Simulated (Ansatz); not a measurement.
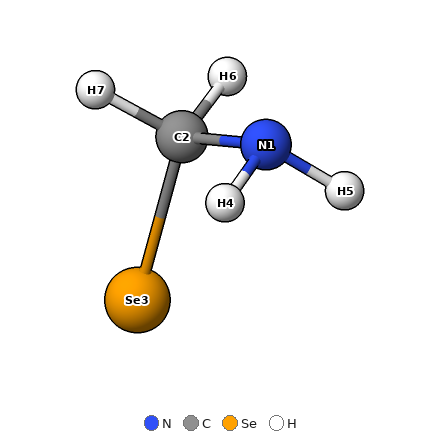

The system is CH₄NSe, SMILES NC[Se-], charge −1; the picture shows the reference structure. Coordinates scanned: (1) umbrella angle at N1 (between each of its bonds and their common axis; 90 is planar); (2) change of the bonds N1–C2, N1–H4, N1–H5, all alike. Nothing is relaxed (all other coordinates rigid). The scan uses a 15 × 15 grid. Points are written as (first, second). Energies are in kJ/mol, from the relaxed molecule at the same level. These are results of RHF/def2-TZVPD (Ansatz 0.2.0), not measurements.

Its coordinates:

```xyz
7

N    -0.5975    0.5380   -0.5685
C     0.4529    0.0396    0.3176
Se    0.3741   -1.8854    0.7480
H    -0.5705   -0.0086   -1.4068
H    -1.4786    0.3091   -0.1518
H     0.4050    0.6058    1.2389
H     1.4069    0.2552   -0.1459
```

Range: umbrella angle at N1 (between each of its bonds and their common axis; 90 is planar) from 55.7 to 124.3°; change of the bonds N1–C2, N1–H4, N1–H5, all alike from −0.127 to 0.196 Å.

What landscape does the calculation give?

The lowest grid point is at (114.5°, 0.012 Å), 1.7 kJ/mol from the relaxed molecule at the same level. A higher local minimum lies near (70.4°, 0.012 Å) (42 kJ/mol above the lowest at that grid point). The highest grid point, (55.7°, −0.127 Å), lies 296 kJ/mol above the lowest. On the interpolated surface the easiest way out of the lowest well to the well at about (72°, 0.00 Å) passes a barrier of about 49 kJ/mol, counted from the interpolated bottom of the well. Round the minimum the valley is somewhat tilted: raising the first coordinate shifts the best value of the second coordinate upwards (coupling k₁₂/√(k₁₁k₂₂) about −0.2).

```tsv
second ↓, first →	55.7	60.6	65.5	70.4	75.3	80.2	85.1	90.0	94.9	99.8	104.7	109.6	114.5	119.4	124.3
0.196	217	196	192	200	216	233	245	248	239	220	197	175	161	158	170
0.173	193	169	164	170	185	200	211	213	204	186	164	143	130	129	144
0.150	170	145	137	143	155	170	180	181	172	154	133	114	102	102	119
0.127	151	123	114	117	128	141	150	151	142	125	104	86	76	78	97
0.104	134	104	93	95	104	115	123	123	114	98	78	62	53	57	79
0.081	122	89	75	75	83	93	99	99	90	74	56	40	33	39	64
0.058	113	78	62	60	66	74	79	78	69	54	37	23	18	26	53
0.035	110	72	53	49	53	60	64	62	53	39	23	11	7	18	48
0.012	112	71	50	43	46	51	54	51	42	29	14	3	2	15	48
−0.012	121	77	53	44	44	47	49	46	37	24	11	2	3	19	55
−0.035	137	90	63	52	50	52	52	49	40	28	16	8	11	30	69
−0.058	161	111	82	68	64	64	63	59	50	39	28	23	28	49	92
−0.081	195	142	110	93	87	85	84	79	70	60	50	46	54	78	124
−0.104	241	183	148	130	121	118	115	109	101	91	83	81	91	118	168
−0.127	298	237	199	178	167	162	158	152	144	134	128	128	140	170	224
```

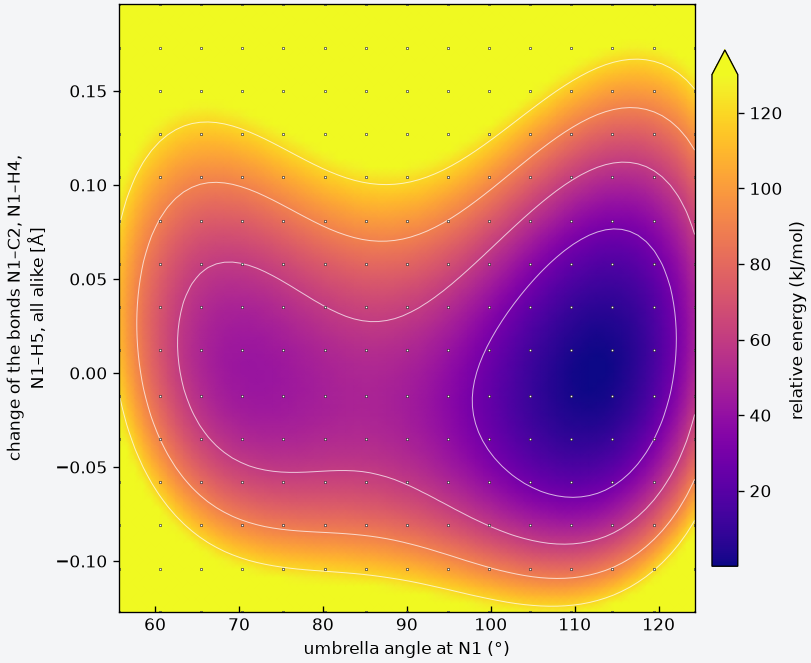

The picture shows a smooth colour map with a few white contour lines, dots at the grid points, one colour for all values above the top of the scale. Between grid points the surface is interpolated.

Time for the 225 points that were run: 31 min on 1 thread of Arm Neoverse N1, with other jobs on the host.
